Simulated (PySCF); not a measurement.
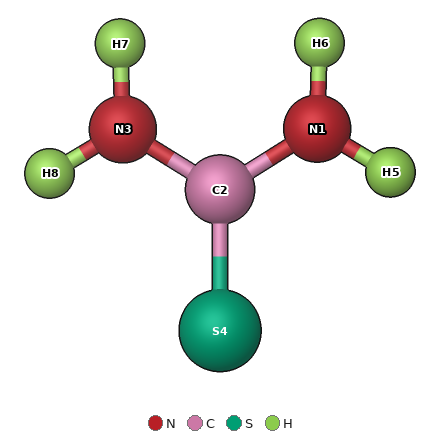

CH₄N₂S (thiourea), SMILES NC(N)=S. Vertical core-electron binding energies by ΔSCF (SCAN, pcX-2 on the ionised atom, pcseg-1 elsewhere, spin-free X2C; PySCF, at a PBE0-D3(BJ)/def2-SVP geometry (no frequency check)), gas phase, against the vacuum level. One atom of each kind was ionised; within a panel, areas follow the number of like atoms and 2j + 1 (2p levels are split by first-order spin-orbit coupling, an approximation), each panel is scaled alone, Gaussians of 0.6 eV full width. Only the regions named are shown.

Predict the S 2p and N 1s photoelectron lines.

Answer.
| level | atoms | binding energy (eV) |
| --- | --- | --- |
| S 2p1/2 | S4 | 168.6 |
| S 2p3/2 | S4 | 167.4 |
| N 1s | N1, N3 | 406.3 |

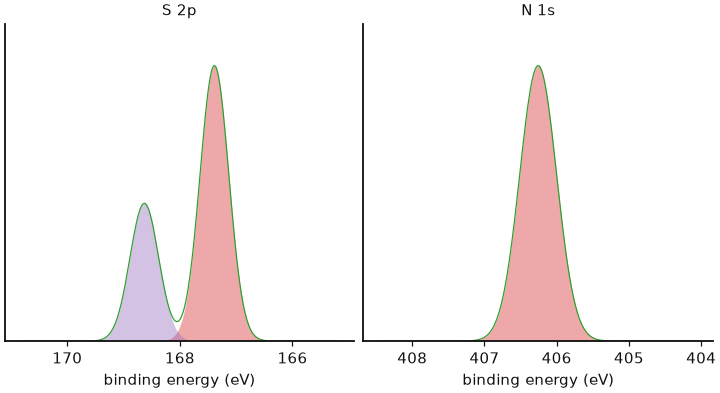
